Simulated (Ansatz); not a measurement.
**Amorphous B₁₀Te₄₀**

It comes from a melt-quench run on a machine-learned potential (CHGNet), relaxed afterwards by DFT. The hot cell started wider than the set density and was brought back towards it in steps. It is the lowest in DFT energy of 2 quenches. It is a model cell: composition and starting density were chosen by hand, and all elements were melted together. The geometry includes D3(BJ) dispersion.

Level of theory: PBE-D3(BJ), scalar-relativistic without spin-orbit coupling, PAW (Ansatz default set, large-core Te) (plane waves to 420 eV; Ansatz, an electronic-structure program). Geometry, pressure, stress and energy are those of the PBE run. Its sampling: a 2×2×2 Γ-centred mesh; Fermi-Dirac width 0.05 eV; no spin polarisation. The levels at the Fermi energy are partly filled. A closed spacing in one fast-quenched cell at PBE doesn't show the material to be a metal.

```yaml
number_of_atoms_in_the_cell: 50
Density (volume relaxed, with D3(BJ)): 6.07 g/cm³
volume_per_atom: 28.52 Å^3
Pressure on a 2×2×2 Γ-centred mesh: 0.14 GPa
Largest force and stress component on that mesh (the relaxation ran on one k-point at (1/4, 1/4, 1/4)): 0.33 eV/Å and 0.8 GPa
Energy relative to trigonal Te + alpha boron (lowest mix at this level among the phases computed, not always the ambient ones): 0.294 eV/atom
Gap on a 2×2×2 Γ-centred mesh (PBE): within the smearing (under twice its width)
```

Bonds are counted up to B-B 2.02 Å, B-Te 2.56 Å, Te-Te 3.20 Å.

Mean coordination of B: 4.30 (7 with 4, 3 with 5)
Mean coordination of Te: 2.83 (14 with 2, 19 with 3, 7 with 4)
Mean Te-Te bond: 2.996 Å (spread 0.122 Å, 42 counted)
Mean B-Te bond: 2.277 Å (spread 0.050 Å, 29 counted)

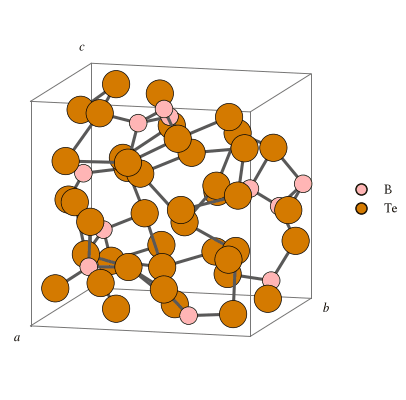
Fig. 1. The relaxed cell

Its density started from a set value of 5.81 g/cm³. The quench (nominally 190 K/ps over its main leg) was far faster than any real one, so the model tends to hold more defects than a real film. Values belong to this one cell and scatter from quench to quench. The volume was free in the relaxation, at fixed shape. Stress components on the final sampling reach 0.8 GPa. On a 2×2×2 Γ-centred mesh force components of up to 0.33 eV/Å stay, since the relaxation ran on one k-point at (1/4, 1/4, 1/4).
